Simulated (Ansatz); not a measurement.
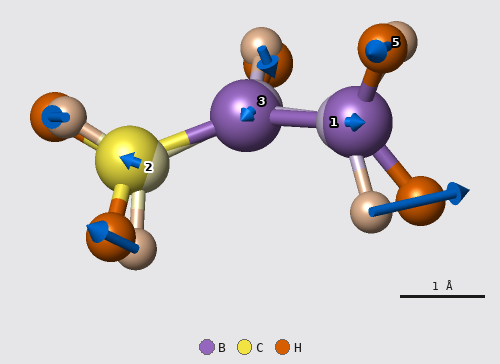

This is a relaxation of CH₅B₂ (multiplicity 2). The starting structure is drawn faded, the final one solid; blue arrows show the displacements, 2 times their true length. The two geometries are superimposed by the best rigid fit.

Style: ball-and-stick. Shown at a tilt.

It is one of the separated reactants of a reaction.

All numbers below come from Ansatz, UKS PBE-D4/def2-SVP. Set-up: force threshold 0.03 eV/Å; at most 250 steps.

Describe the change and its energy.

Over 11 accepted moves (14 points after the start) the energy falls by 64.8 kJ/mol. Largest force component: 2.6 eV/Å at the start, 0.015 eV/Å at the end. The line search rejected the trial steps at points 4, 12, 13 of the run. The largest move after the best rigid fit is that of an H atom, 0.75 Å. By element the largest moves are H 0.75 Å, C 0.13 Å, B 0.13 Å. Among the contacts that change: B–B 1.515 → 1.657 Å, B–H 1.150 → 1.235 Å, C–H 1.060 → 1.106 Å, B–H 1.199 → 1.225 Å. Bond angles that change, for instance: B–B–C 121.5° → 130.2°, B–B–H 118.9° → 111.0°, H–C–H 119.0° → 113.7°. Groups turn about B–B by about 40°. The run took 29 s on 2 threads of Intel Xeon Platinum 8259CL @ 2.50GHz (shared host).
